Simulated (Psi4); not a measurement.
# CCSD/cc-pVTZ run of [BF2]+ (SMILES F[B+]F)

What is the vertical ionisation energy of [BF2]+ at CCSD/cc-pVTZ? 

The results are computed with Psi4 1.11.

2 further runs of the same task are left out: 2 set aside as unsound or not needed.

**1. The structure to begin with**

[BF2]+ has 3 atoms, charge +1, and is taken as a singlet. SMILES: `F[B+]F`. Geometry: relaxed at PBE0-D4/def2-TZVP.

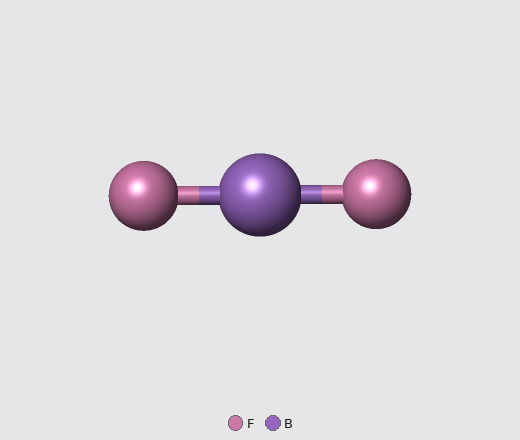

Viewed from a chosen angle; fluorine pink, boron purple.

**2. A single-point energy at CCSD/cc-pVTZ**

input.json reads:

```json
{
  "schema_name": "qcschema_input",
  "schema_version": 1,
  "molecule": {
    "schema_name": "qcschema_molecule",
    "schema_version": 2,
    "symbols": ["F", "B", "F"],
    "geometry": [0.6230616, 2.15527044, 0.58146873, 0.0, 0.0, 0.0, -0.6230805, -2.15527044, -0.58146873],
    "molecular_charge": 1,
    "molecular_multiplicity": 1,
    "fix_symmetry": "c1",
    "fix_com": true,
    "fix_orientation": true
  },
  "driver": "energy",
  "model": {
    "method": "ccsd",
    "basis": "cc-pVTZ"
  },
  "keywords": {
    "puream": true,
    "e_convergence": 1e-09,
    "d_convergence": 1e-08,
    "scf_type": "pk",
    "num_frozen_docc": 3
  }
}
```

Launch:

```
$ psi4 --qcschema input.json -n 1 --memory 2200MB
```

stdout (excerpt; [...] marks lines left out):

```text
[...]
  Running in c1 symmetry.
[...]
  Nuclear repulsion =   56.306969289983982
[...]
  Multiplicity = 1
[...]
  Nalpha       = 11
  Nbeta        = 11
[...]
    Number of basis functions: 90
[...]
   @RHF iter   1:  -223.33971324268026   -3.41637e-01   4.46017e-03 DIIS/ADIIS
[...]
   @RHF iter   9:  -223.40038126996370   -5.85487e-12   2.16975e-09 DIIS
[...]
    Orbital Energies [Eh]
    ---------------------
    Doubly Occupied:
       1A    -26.713370     2A    -26.713361     3A     -8.153752
       4A     -2.036763     5A     -2.030775     6A     -1.173885
       7A     -1.166031     8A     -1.097015     9A     -1.097015
      10A     -1.039491    11A     -1.039491
[...]
  @RHF Final Energy:  -223.40038126996370
   => Energetics <=
    Nuclear Repulsion Energy =             56.3069692899839822
    One-Electron Energy =                -414.8928042646402901
    Two-Electron Energy =                 135.1854537046926339
    Total Energy =                       -223.4003812699637024
[...]
 Multipole Moments:
 ------------------------------------------------------------------------------------
     Multipole            Electronic (a.u.)      Nuclear  (a.u.)        Total (a.u.)
 ------------------------------------------------------------------------------------
 L = 1.  Multiply by 2.5417464519 to convert [e a0] to [Debye]
 Dipole X            :          0.0001758           -0.0001701            0.0000057
 Dipole Y            :          0.0000021            0.0000000            0.0000021
 Dipole Z            :          0.0000006            0.0000000            0.0000006
 Magnitude           :                                                    0.0000061
[...]
      * MP2 total energy                      = -223.968955071160593
[...]
      * CCSD total energy                     = -223.967346606804625
[...]
```

The result, in JSON:

```text
{
 "driver": "energy",
 "model": {
  "method": "ccsd",
  "basis": "cc-pVTZ"
 },
 "success": true,
 "return_result": -223.96734660680463,
 "properties": {
  "calcinfo_nbasis": 90,
  "calcinfo_nmo": 90,
  "calcinfo_nalpha": 11,
  "calcinfo_nbeta": 11,
  "calcinfo_natom": 3,
  "nuclear_repulsion_energy": 56.30696928998398,
  "return_energy": -223.96734660680463,
  "scf_one_electron_energy": -414.8928042646403,
  "scf_two_electron_energy": 135.18545370469263,
  "scf_dipole_moment": [5.656100253020879e-06, 2.141230550978257e-06, 5.77680914409795e-07],
  "scf_total_energy": -223.4003812699637,
  "scf_iterations": 9,
  "mp2_same_spin_correlation_energy": -0.15026718121052474,
  "mp2_opposite_spin_correlation_energy": -0.4183066199850902,
  "mp2_singles_energy": -3.1551845883676014e-27,
  "mp2_doubles_energy": -0.568573801195615,
  "mp2_correlation_energy": -0.568573801195615,
  "mp2_total_energy": -223.9689550711606,
  "ccsd_same_spin_correlation_energy": -0.13369966988794013,
  "ccsd_opposite_spin_correlation_energy": -0.43326566695169366,
  "ccsd_singles_energy": 0.0,
  "ccsd_doubles_energy": -0.5669653368396338,
  "ccsd_correlation_energy": -0.5669653368396339,
  "ccsd_total_energy": -223.96734660680463,
  "ccsd_iterations": 15
 }
}
```

Run time: 2.7 min. Hardware: 1 thread of Intel Xeon at 2.50GHz (Skylake/Cascade Lake), shared host; peak memory 0.79 GiB.

**3. Doublet [BF2]2+ at the same level**

input.dat reads:

```
memory 2200 mb

molecule system {
  2 2
  F      0.62306160     2.15527044     0.58146873
  B      0.00000000     0.00000000     0.00000000
  F     -0.62308050    -2.15527044    -0.58146873
  units au
  symmetry c1
  no_reorient
  no_com
}

set {
  basis cc-pVTZ
  reference uhf
  puream true
  e_convergence 1e-09
  d_convergence 1e-08
  scf_type pk
  num_frozen_docc 3
  maxiter 100
}

e_tot, wfn = energy("ccsd", return_wfn=True)
```

Launch:

```
$ psi4 -n 1 input.dat output.dat
```

output.dat (excerpt; [...] marks lines left out):

```text
[...]
  Running in c1 symmetry.
[...]
  Nuclear repulsion =   56.306969289983982
[...]
  Multiplicity = 2
[...]
  Nalpha       = 11
  Nbeta        = 10
[...]
    Number of basis functions: 90
[...]
   @UHF iter   1:  -222.33781353238112    6.60262e-01   4.58179e-03 ADIIS/DIIS
[...]
   @UHF iter  15:  -222.44646295614069    4.60432e-12   3.63225e-09 DIIS
[...]
   @S^2 Observed:                8.952005995E-01
[...]
    Orbital Energies [Eh]
    ---------------------
    Alpha Occupied:
       1A    -27.215261     2A    -27.215252     3A     -8.530406
       4A     -2.519182     5A     -2.510157     6A     -1.614101
       7A     -1.610418     8A     -1.609262     9A     -1.577841
      10A     -1.539353    11A     -1.499549
    Alpha Virtual:
      12A     -0.480633    13A     -0.470438    14A     -0.466625
      15A     -0.224573    16A     -0.202698    17A     -0.202313
      18A     -0.133681    19A     -0.058525    20A     -0.058362
      21A      0.154424    22A      0.171632    23A      0.232293
      24A      0.260680    25A      0.424849    26A      0.430149
[...]
  @UHF Final Energy:  -222.44646295614069
   => Energetics <=
    Nuclear Repulsion Energy =             56.3069692899839822
    One-Electron Energy =                -405.0512795983493675
    Two-Electron Energy =                 126.2978473522246645
    Total Energy =                       -222.4464629561406923
  UHF NO Occupations:
  HONO-2 :    9  A 1.9987370
  HONO-1 :   10  A 1.9282773
[...]
 Multipole Moments:
 ------------------------------------------------------------------------------------
     Multipole            Electronic (a.u.)      Nuclear  (a.u.)        Total (a.u.)
 ------------------------------------------------------------------------------------
 L = 1.  Multiply by 2.5417464519 to convert [e a0] to [Debye]
 Dipole X            :          0.0001761           -0.0001701            0.0000060
 Dipole Y            :          0.0000316            0.0000000            0.0000316
 Dipole Z            :          0.0000086            0.0000000            0.0000086
 Magnitude           :                                                    0.0000333
[...]
      * MP2 total energy                      = -222.968937883361434
[...]
      * CCSD total energy                     = -222.990076933407266
[...]
```

Run time: 3.6 min. Hardware: 1 thread of Intel Xeon at 2.50GHz (Skylake/Cascade Lake), shared host; peak memory 0.84 GiB.

**4. Results**

Level: CCSD/cc-pVTZ, 3 core orbitals frozen.

```
                                                                   quantity          value
                                               singlet [BF2]+: total energy  -223.96735 Eh
                        singlet [BF2]+: HOMO energy (Hartree–Fock orbitals)      -28.29 eV
                        singlet [BF2]+: LUMO energy (Hartree–Fock orbitals)       -4.77 eV
                      singlet [BF2]+: HOMO–LUMO gap (Hartree–Fock orbitals)       23.52 eV
                singlet [BF2]+: correlation energy (3 core orbitals frozen)     -567.0 mEh
                                              singlet [BF2]+: T1 diagnostic          0.015
                                              doublet [BF2]2+: total energy  -222.99008 Eh
doublet [BF2]2+: HOMO energy (Hartree–Fock orbitals) (highest over α and β)      -33.57 eV
 doublet [BF2]2+: LUMO energy (Hartree–Fock orbitals) (lowest over α and β)      -23.67 eV
               doublet [BF2]2+: correlation energy (3 core orbitals frozen)     -543.6 mEh
                         doublet [BF2]2+: ⟨S²⟩ of the reference determinant          0.895
                                             doublet [BF2]2+: T1 diagnostic          0.048
                       vertical ionisation energy (to the doublet dication)      26.593 eV
```

**Reading.** The vertical ionisation energy comes to 26.59 eV (2566 kJ/mol). ⟨S²⟩ (doublet [BF2]2+) is 0.90 where a pure doublet has 0.75: the reference is spin-contaminated. The T1 diagnostic (doublet [BF2]2+) of 0.048 is above the customary mark for such species, so a single reference may not serve.
